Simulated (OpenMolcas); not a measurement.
# A workflow on PH (SMILES [PH])

We compute a series of 9 runs (ROHF/3-21G, CASSCF(6,5)/3-21G, CASPT2(6,5)/3-21G, CASPT2[IPEA 0](6,5)/3-21G, SC-NEVPT2(6,5)/3-21G, PC-NEVPT2(6,5)/3-21G, MC-PDFT[tPBE](6,5)/3-21G, MRCI(6,5)/3-21G, and more) of PH. 

The results are computed with OpenMolcas 26.06.

### Step 1. The system as given

PH: 2 atoms, total charge 0, spin state triplet. SMILES: `[PH]`. The P1–H2 distance was set to 1.749 Å, away from the relaxed value.

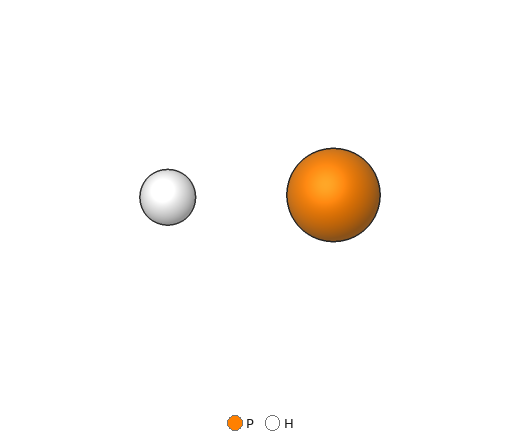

Viewed from a chosen angle; phosphorus orange, hydrogen white.

### Step 2. A single-point energy at ROHF/3-21G (run 1)

The input, struct.xyz:

```xyz
2

P      0.000000     0.000000    -0.349730
H      0.000000     0.000000     1.399070
```

The input, step1.inp:

```
&GATEWAY
  BASLIB=$CurrDir
  COORD=struct.xyz
  BASIS=3-21G
  GROUP=NoSym

&SEWARD

&SCF
  UHF
  SPIN=3
  PRORBITALS=1 1

&RASSCF
  FILEORB=$Project.UnaOrb
  SPIN=3
  NACTEL=2 0 0
  INACTIVE=7
  RAS2=2
  OUTORBITALS=Canonical
  ORBLISTING=Nothing
```

The basis set 3-21G is read from a file made from the Basis Set Exchange's data (not shown).

Launch:

```
$ export MOLCAS_MEM=1860
$ pymolcas step1.inp > step1.log
```

Log:

```text
--- Start Module: gateway ---
[...]
--- Stop Module: gateway /rc=_RC_ALL_IS_WELL_ ---
[...]
      Basis functions           15
[...]
--- Start Module: scf ---
[...]
       Convergence after  16 Iterations
[...]
::    Total SCF energy                               -339.5338362022
[...]
      Total spin, S                                     1.0296796455
[...]
--- Stop Module: scf /rc=_RC_ALL_IS_WELL_ ---
--- Start Module: rasscf ---
[...]
      Number of active orbitals                  2
[...]
      Spin quantum number                      1.0
[...]
      Active orbitals                            2
[...]
      Number of CSFs                             1
[...]
      Number of root(s) required                 1
[...]
      Convergence after  7 iterations
[...]
      printout of CI-coefficients larger than  0.05 for root  1
      energy=    -339.529247
      conf/sym  11     Coeff  Weight
             1  uu   1.00000 1.00000
      Natural orbitals and occupation numbers for root  1
      sym 1:   1.000000   1.000000
      ************************************************************************************************************************
      *                                                    Final results                                                     *
[...]
::    RASSCF root number  1 Total energy:   -339.52924708
[...]
      Total electronic charge=   16.000000
      Total            charge=   -0.000000
[...]
      Dipole Moment (debye):
      Origin of the operator (angstrom)=    0.0000    0.0000   -0.2946
                   X=  4.6187E-17               Y=  8.6212E-16               Z=  1.7857E-01           Total=  1.7857E-01
      Quadrupole Moment (debye*angstrom):
[...]
--- Stop Module: rasscf /rc=_RC_ALL_IS_WELL_ ---
[...]
```

Wall time 1.5 s (1 thread of Intel Xeon 6975P-C (Granite Rapids), shared host); peak memory 0.37 GiB.

### Step 3. A single-point energy at CASSCF(6,5)/3-21G (run 2)

struct.xyz is that of step 2.

The input, step2.inp:

```
&gateway
 baslib=$CurrDir
 coord=struct.xyz
 basis=3-21G
 group=NoSym

&seward

&rasscf
 fileorb=$CurrDir/step1.RasOrb
 spin=3
 nactel=6 0 0
 inactive=5
 ras2=5
 orblisting=Nothing
 orbappear=Compact
```

The basis set 3-21G is read from a file made from the Basis Set Exchange's data (not shown).

Launch:

```
$ export MOLCAS_MEM=1860
$ pymolcas step2.inp > step2.log
```

Log:

```text
--- Start Module: gateway ---
[...]
--- Stop Module: gateway /rc=_RC_ALL_IS_WELL_ ---
--- Start Module: seward ---
[...]
      Basis functions           15
--- Stop Module: seward /rc=_RC_ALL_IS_WELL_ ---
--- Start Module: rasscf ---
[...]
      Number of active orbitals                  5
[...]
      Spin quantum number                      1.0
[...]
      Active orbitals                            5
[...]
      Number of CSFs                            45
[...]
      Number of root(s) required                 1
[...]
      Convergence after  8 iterations
[...]
      printout of CI-coefficients larger than  0.05 for root  1
      energy=    -339.561345
      conf/sym  11111     Coeff  Weight
             1  22uu0  -0.97580 0.95218
             8  2uduu   0.06838 0.00468
            15  2uuud  -0.05575 0.00311
            30  20uu2   0.19001 0.03610
      Natural orbitals and occupation numbers for root  1
      sym 1:   1.996915   1.918299   1.000000   1.000000   0.084786
      ************************************************************************************************************************
      *                                                    Final results                                                     *
[...]
::    RASSCF root number  1 Total energy:   -339.56134506
[...]
      Total electronic charge=   16.000000
      Total            charge=   -0.000000
[...]
      Dipole Moment (debye):
      Origin of the operator (angstrom)=    0.0000    0.0000   -0.2946
                   X= -2.7800E-13               Y=  8.2190E-14               Z=  2.8343E-01           Total=  2.8343E-01
      Quadrupole Moment (debye*angstrom):
[...]
--- Stop Module: rasscf /rc=_RC_ALL_IS_WELL_ ---
[...]
```

It took 1.4 s on 1 thread of Intel Xeon 6975P-C (Granite Rapids), shared host; peak memory 0.37 GiB.

Runs 3 to 4 aren't shown in full; the table further down has their settings and results.

### Step 4. A single-point energy at SC-NEVPT2(6,5)/3-21G (run 5)

struct.xyz is that of step 3.

The input, step5.input:

```
* HP NEVPT2

&gateway
 baslib=$CurrDir
 coord=struct.xyz
 basis=3-21G
 group=NoSym

&seward

&rasscf
 fileorb=$CurrDir/step2.RasOrb
 spin=3
 nactel=6 0 0
 inactive=5
 ras2=5
 orblisting=Nothing
 orbappear=Compact

&caspt2
 sc-nevpt2
 frozen=5
```

The basis set 3-21G is read from a file made from the Basis Set Exchange's data (not shown).

Launch:

```
$ export MOLCAS_MEM=1860
$ pymolcas step5.input > step5.log
```

Log:

```text
--- Start Module: gateway ---
[...]
--- Stop Module: gateway /rc=_RC_ALL_IS_WELL_ ---
[...]
      Basis functions           15
[...]
--- Start Module: rasscf ---
[...]
      Number of active orbitals                  5
[...]
      Spin quantum number                      1.0
[...]
      Active orbitals                            5
[...]
      Number of CSFs                            45
[...]
      Number of root(s) required                 1
[...]
      Convergence after  4 iterations
[...]
      printout of CI-coefficients larger than  0.05 for root  1
      energy=    -339.561345
      conf/sym  11111     Coeff  Weight
             1  22uu0  -0.97580 0.95218
             8  2uduu   0.06838 0.00468
            15  2uuud  -0.05575 0.00311
            30  20uu2   0.19001 0.03610
      Natural orbitals and occupation numbers for root  1
      sym 1:   1.996915   1.918299   1.000000   1.000000   0.084786
      ************************************************************************************************************************
      *                                                    Final results                                                     *
[...]
::    RASSCF root number  1 Total energy:   -339.56134506
[...]
      Total electronic charge=   16.000000
      Total            charge=   -0.000000
[...]
      Dipole Moment (debye):
      Origin of the operator (angstrom)=    0.0000    0.0000   -0.2946
                   X= -7.1377E-14               Y=  2.6965E-14               Z=  2.8345E-01           Total=  2.8345E-01
      Quadrupole Moment (debye*angstrom):
[...]
--- Stop Module: rasscf /rc=_RC_ALL_IS_WELL_ ---
--- Start Module: caspt2 ---
[...]
 ###    WARNING: User changed nr of frozen orbitals.                         ###
 ###############################################################################
[...]
      E2 (Variational):          -0.0157068171
[...]
      E2 (Variational):          -0.0155484675
      Total energy:            -339.5768935298
[...]
      Reference weight:           0.99321
[...]
::    SC-NEVPT2 Root  1     Total energy:   -339.57689353
[...]
--- Stop Module: caspt2 /rc=_RC_ALL_IS_WELL_ ---
[...]
```

Wall time 1.2 s (1 thread of Intel Xeon 6975P-C (Granite Rapids), shared host); peak memory 0.37 GiB.

Runs 6 to 8 aren't shown in full; the table further down has their settings and results.

### Step 5. The energy at MRACPF(6,5)/3-21G (run 9)

struct.xyz is that of step 4.

The input, step9.input:

```
&GATEWAY
  BASLIB
  $CurrDir
  COORD
  struct.xyz
  BASIS
  3-21G
  GROUP
  NoSym

&SEWARD

&RASSCF
  FILEORB
  $CurrDir/step2.RasOrb
  SPIN
  3
  NACTEL
  6 0 0
  INACTIVE
  5
  RAS2
  5
  ORBLISTING
  Nothing
  ORBAPPEAR
  Compact

&MOTRA
  LUMORB
  FROZEN
  5

&GUGA
  ELECTRONS
  6
  SPIN
  3
  INACTIVE
  0
  ACTIVE
  5
  CIALL
  1

&MRCI
  ACPF
```

The basis set 3-21G is read from a file made from the Basis Set Exchange's data (not shown).

Launch:

```
$ export MOLCAS_MEM=1860
$ pymolcas step9.input > step9.log
```

Log:

```text
--- Start Module: gateway ---
[...]
--- Stop Module: gateway /rc=_RC_ALL_IS_WELL_ ---
[...]
      Basis functions           15
[...]
      Number of active orbitals                  5
[...]
      Spin quantum number                      1.0
[...]
      Active orbitals                            5
[...]
      Number of CSFs                            45
[...]
      Number of root(s) required                 1
[...]
      Convergence after  4 iterations
[...]
      printout of CI-coefficients larger than  0.05 for root  1
      energy=    -339.561345
      conf/sym  11111     Coeff  Weight
             1  22uu0  -0.97580 0.95218
             8  2uduu   0.06838 0.00468
            15  2uuud  -0.05575 0.00311
            30  20uu2   0.19001 0.03610
      Natural orbitals and occupation numbers for root  1
      sym 1:   1.996915   1.918299   1.000000   1.000000   0.084786
      ************************************************************************************************************************
      *                                                    Final results                                                     *
[...]
::    RASSCF root number  1 Total energy:   -339.56134506
[...]
      Dipole Moment (debye):
      Origin of the operator (angstrom)=    0.0000    0.0000   -0.2946
                   X= -7.1377E-14               Y=  2.6965E-14               Z=  2.8345E-01           Total=  2.8345E-01
      Quadrupole Moment (debye*angstrom):
[...]
      *** WARNING: Default frozen orbitals is overwritten by user input.
      *** Default values:   5
[...]
--- Start Module: guga ---
[...]
--- Stop Module: guga /rc=_RC_ALL_IS_WELL_ ---
--- Start Module: mrci ---
[...]
       USE THE DEFAULT ACPF G-VALUE GFAC=  0.33333333333333331
[...]
    MR ACPF CALCULATION.
[...]
            REFERENCE CI ENERGY:  -339.56134506
[...]
        ACPF CORRELATION ENERGY:    -0.02174324
                    ACPF ENERGY:  -339.58308830
[...]
      Total electronic charge=   16.000000
      Total            charge=   -0.000000
[...]
  ACPF State   1     Total energy:   -339.58308830
[...]
--- Stop Module: mrci /rc=_RC_ALL_IS_WELL_ ---
[...]
```

Run time: 1.3 s. Hardware: 1 thread of Intel Xeon 6975P-C (Granite Rapids), shared host; peak memory 0.37 GiB.

### Step 6. All runs side by side

| run | level | active rule | inactive | energy (Eh) | dipole moment (D) of the reference | wall time |
| --- | --- | --- | --- | --- | --- | --- |
| 1 | ROHF/3-21G | – | – | -339.529247 | 0.18 | 1.5 s |
| 2 | CASSCF(6,5)/3-21G | full valence | 5 | -339.561345 | 0.28 | 1.4 s |
| 3 | CASPT2(6,5)/3-21G | full valence | 5 | -339.578311 | 0.28 | 1.3 s |
| 4 | CASPT2[IPEA 0](6,5)/3-21G | full valence | 5 | -339.579346 | 0.28 | 1.2 s |
| 5 | SC-NEVPT2(6,5)/3-21G | full valence | 5 | -339.576894 | 0.28 | 1.2 s |
| 6 | PC-NEVPT2(6,5)/3-21G | full valence | 5 | -339.577052 | 0.28 | 1.3 s |
| 7 | MC-PDFT[tPBE](6,5)/3-21G | full valence | 5 | -339.942546 | 0.28 | 1.5 s |
| 8 | MRCI(6,5)/3-21G | full valence | 5 | -339.582900 | 0.28 | 1.2 s |
| 9 | MRACPF(6,5)/3-21G | full valence | 5 | -339.583088 | 0.28 | 1.3 s |

### Step 7. Results

```
                                                quantity          value
                  run 9, MRACPF(6,5)/3-21G: total energy  -339.58309 Eh
run 9, MRACPF(6,5)/3-21G: dipole moment (CASSCF density)         0.28 D
```

Below the ROHF energy at the same shape and in the same basis (3-21G): CASSCF(6,5) -32.1 mEh; CASPT2(6,5) -49.1 mEh; CASPT2[IPEA 0](6,5) -50.1 mEh; SC-NEVPT2(6,5) -47.6 mEh; PC-NEVPT2(6,5) -47.8 mEh; MRCI(6,5) -53.7 mEh. Active-space methods hold only the correlation inside their space unless a perturbation or CI step follows. All runs together took 12 s, the longest 1.5 s.
